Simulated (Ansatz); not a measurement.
# The perfect Fe wire along [100], 9 atoms a period, part 2 of 2

What gap, if any, does the Fe wire along [100], 9 atoms a period have, and how many channels would it open?

Ansatz 0.2.0; DFT PBE, plane waves, PAW; relaxation of a wire's period; PAW set soft_1 (the session's first sound run).

So far: Set-up; Relaxation of atoms and period.

### Step 2. Relaxation of atoms and period (continued)

Step by step:

```
step  energy less that of the first step (eV)  largest force component (eV/Å)  pressure (GPa)  volume (Å³)
   1                                   0.0000                          0.2413           -1.29       439.36
   2                                  -0.1942                          0.0699           -0.53       424.28
   3                                  -0.2386                          0.0429           -0.01       407.61
   4                                  -0.2477                          0.0181           -0.06       412.17
  5*                                  -0.2387                          0.0167           -0.05       412.17
```

Relaxation steps marked * repeat the geometry before them on a plane-wave basis chosen anew for their cell, so energy and pressure can jump there.

Forces are held to the 16 operations that the run works with; a distortion that breaks them can't arise in this run.

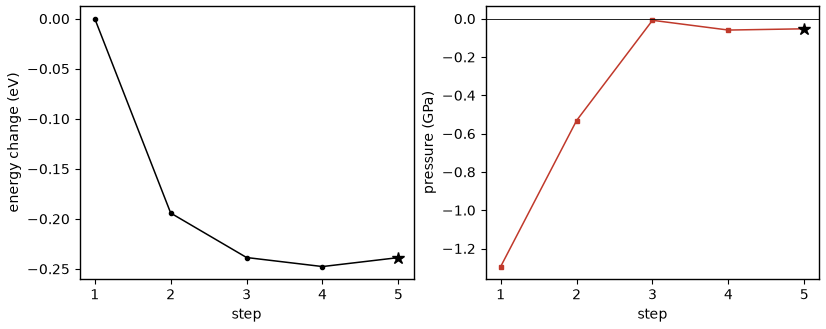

Energy and pressure along the relaxation. Stars mark steps on a basis chosen anew.

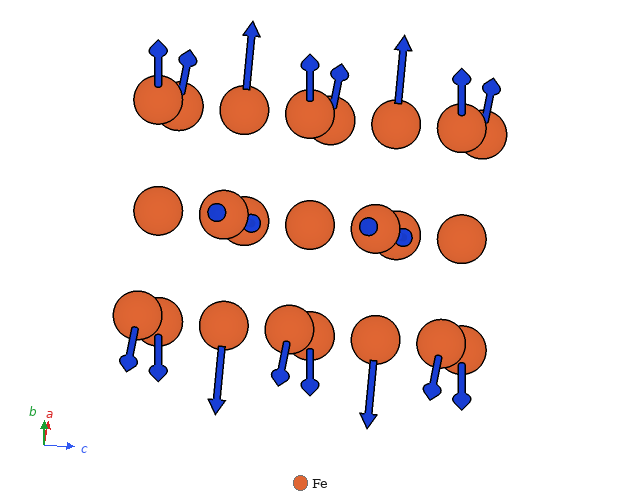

Displacements in the relaxation, exaggerated, measured against the changing cell; the longest in the cell stands for 0.05 Å. 1×1×2 cells are drawn. Some periodic images of atoms are drawn too.

```
cell as run  before  after  change
      c (Å)   2.830  2.655  -6.2 %
```

The atoms that moved most (Å, along periodic axes as changes of fractional coordinates times the final cell, across vacuum about the mean position):

```
atom      dx      dy     dz  length
 Fe9   0.035   0.035  0.000   0.049
 Fe7  -0.035   0.035  0.000   0.049
 Fe8   0.035  -0.035  0.000   0.049
 Fe6  -0.035  -0.035  0.000   0.049
 Fe2   0.000  -0.045  0.000   0.045
 Fe1  -0.045   0.000  0.000   0.045
 Fe5   0.045   0.000  0.000   0.045
 Fe4   0.000   0.045  0.000   0.045
```

Numbers from this step:

```
energy at zero smearing    : -40314.9233 eV
total moment               : 25.42 μB
absolute moment            : 26.23 μB
cell length along the wire : 2.655 Å
```

Site moment by atom:

```
atom  site moment (μB)
 Fe1              2.82
 Fe2              2.82
 Fe3              2.59
 Fe4              2.82
 Fe5              2.82
 Fe6              2.66
 Fe7              2.66
 Fe8              2.66
 Fe9              2.66
```

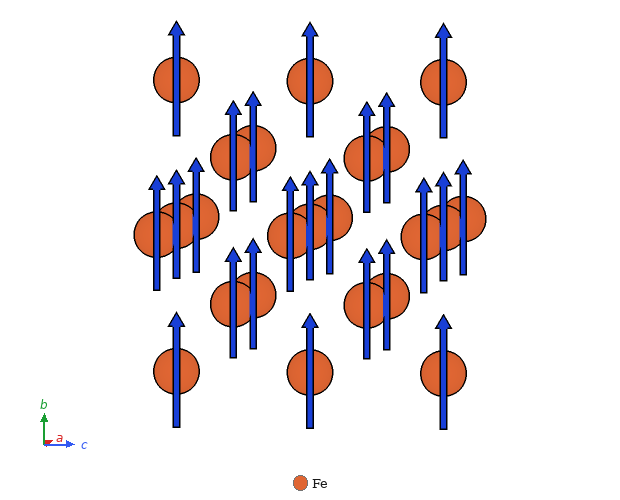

Site moment as arrows, the longest 2.82 μB. Up and down stand for the sign. Arrows give size and sign along the axis of quantisation, drawn up and down the page. 1×1×2 cells are drawn. Some periodic images of atoms are drawn too.

The cell's length comes to 2.655 Å with an absolute moment of 26.23 μB a cell.

### Step 3. The wire at its relaxed period

This step: DFT PBE, plane waves, PAW; bands of a perfect wire; PAW set soft_1 (Ansatz 0.2.0).

At the relaxed period the bands are computed along the axis; those that cross an energy going forward count the channels that a perfect wire would open there.

File input.yaml:

```yaml
crystal:
  lattice:
    - [12.46, 0.0, 0.0]
    - [0.0, 12.46, 0.0]
    - [0.0, 0.0, 2.654855651]
  atoms:
    - { symbol: Fe, position: [0.269284976, 0.5, 0.0], spin: 2.82 }
    - { symbol: Fe, position: [0.5, 0.269284976, 0.0], spin: 2.82 }
    - { symbol: Fe, position: [0.5, 0.5, 0.0], spin: 2.59 }
    - { symbol: Fe, position: [0.5, 0.730715024, 0.0], spin: 2.82 }
    - { symbol: Fe, position: [0.730715024, 0.5, 0.0], spin: 2.82 }
    - { symbol: Fe, position: [0.383638171, 0.383638171, 0.5], spin: 2.66 }
    - { symbol: Fe, position: [0.383638171, 0.616361829, 0.5], spin: 2.66 }
    - { symbol: Fe, position: [0.616361829, 0.383638171, 0.5], spin: 2.66 }
    - { symbol: Fe, position: [0.616361829, 0.616361829, 0.5], spin: 2.66 }
magnetization:
  spin_polarized: true
kpoints:
  mp_grid: { grid: [1, 1, 31] }
  band_path: { path: ["Γ", Z], npoints: 90 }
scf:
  occupations: { method: fermi_dirac, width: 0.05 }
hamiltonian:
  xc: pbe
  pseudopotentials: { kind: paw, azcp: { folder: soft_1 } }
output:
  dos: { e_range: [-5, 4] }
  write_potential: true
  write_density: true
  volumetric_format: npy
```

On the command line:

```console
$ ansatz run input.yaml --threads 4 --pin off --max-ram 16384MiB --backend cpu --events-out ev --progress --plain --runs-dir out
```

Numbers of over 12 decimals in the logs are rounded to 6 here.

The log of the run:

```text
[...]
Crystal: 9 atoms, lattice volume = 412.171 Å³
Basis set: ecut = 420 eV, 8145 PW (Γ)
Bands: 102, of which v1, the nominal top of the filled ones, is band 72 counted from 1 (71 counted from 0)
Symmetry: 16 space group operations
[...]
k-points: 16 of 31
[...]
Starting moments: Σ|m| = 24.51 μB on 9 of 9 sites
[...]
SCF iter   1: F=—  HF=-40312.330483 eV  |F-HF|=—  |Δ(HF+E_count)|=         —  Δρ=3.76e-2 (↑2.03e-2 ↓3.76e-2)  dr2=2.61e1  dr2_m=2.38e0  M=25.714 μB ∫|m|=25.906 μB  β_m=0.30  ethr=3.10e-3  ⟨swp⟩=9.1  Hψ=16586  notcnv=0  defer=78
[...]
SCF iter  14: F=-40314.953885 eV  HF=-40314.953885 eV  |F-HF|=2.50e-9  |Δ(HF+E_count)|=  5.09e-11  Δρ=7.20e-7 (↑2.21e-7 ↓7.20e-7)  dr2=3.98e-9  dr2_m=5.40e-10  M=25.431 μB ∫|m|=26.236 μB  ethr=1.00e-11  ⟨swp⟩=11.8  Hψ=16236  notcnv=0
SCF 1 converged in 14 iterations: F = -40314.953885 eV  dr2 = 3.98e-9
[...]
WARN: The output density's exchange-correlation potential varies sharply where the density is thin. Do not read a vacuum level from v_tot or v_xc, or from such a field of the output density. On a cell that repeats whose density bears no net charge and no dipole along the vacuum's axis use v_es (v_loc + v_h of the components); under efield.dipole_correction with no amplitude use v_es + v_field, which holds any externa [...]
NSCF: frozen V_eff on 91 k-points
SCF converged after 14 iterations
Magnetization: 25.4315 μB (84.7157 up, 59.2843 down)
Absolute magnetization: 26.2382 μB (∫|ρ↑−ρ↓|, with the PAW one-centre terms)
[...]
Per-site moments (μB) at R_I (Å): [(2.820360, 1.001480), (2.820360, 1.001480), (2.593574, 1.007573), (2.820360, 1.001480), (2.820360, 1.001480), (2.660042, 1.001480), (2.660042, 1.001480), (2.660042, 1.001480), (2.660042, 1.001480)]
Free energy (F): -40314.953885 eV
[...]
Internal energy: -40314.890733 eV  (E = F + TS)
E sigma→0 (E₀):  -40314.922309 eV
Entropy (-TS):   -0.063152 eV (-7.017 meV/atom)
Fermi energy:    1.607768 eV
[...]
--- Band table (eV; the first three rows and the last of 32) ---
  k-point 0 ↑: bands = [... 68 lower, -0.2553, -0.2543, -0.1172, -0.1172, -0.0340, -0.0340, -0.0147, 0.1111, ... 26 higher]
  k-point 1 ↑: bands = [... 68 lower, -0.2490, -0.2373, -0.1847, -0.1847, -0.0198, 0.0319, 0.0319, 0.0715, ... 26 higher]
  k-point 2 ↑: bands = [... 68 lower, -0.2569, -0.2569, -0.2286, -0.2024, -0.0287, 0.0028, 0.0782, 0.1137, ... 26 higher]
  k-point 15 ↓: bands = [... 68 lower, 3.0330, 3.0636, 3.0636, 3.2629, 3.2860, 3.4502, 3.4788, 3.5589, ... 26 higher]
```

Run time: 2.5 min. Hardware: 4 threads of Arm Neoverse V1, shared host; peak memory 3.4 GiB.

The column dr2 measures how far the density is from self-consistency, as an energy; F and HF (Harris–Foulkes) agree once it is small.

This step gave:

```
energy at zero smearing : -40314.9223 eV
total moment            : 25.43 μB
absolute moment         : 26.24 μB
band gap                : 0 eV
```

Between Γ and Z the bands cross the Fermi level 13 times, so a perfect wire would conduct at least 6.5 G₀, with an absolute moment of 26.24 μB a cell.

### Step 4. Outcome

```
cell length, PBE                                            : 2.655 Å
absolute moment, PBE                                        : 26.2 μB
ballistic conductance by band crossings, a lower bound, PBE : 6.5 G₀
```

**Reading.** Under PBE the cell's length is 2.65 Å, the absolute moment is 26.24 μB a cell, and the bands cross the Fermi level 13 times between Γ and Z, which gives a perfect wire at least 6.5 G₀ (opposite crossings within one step of the path cancel in such a count). In the perfect wire the moments were started parallel, and no opposed start was run. No search over magnetic orders was made; another may lie lower.

[Logs are printed without paths, hosts, clocks, repeated set-up lines and the standing remarks that a program may print on its own settings, such as how far it seeks lower states.]

[Hosts, paths, dates, database ids (printed as entryN), source tags and the programs' standing remarks are cut or masked in the printed files.]
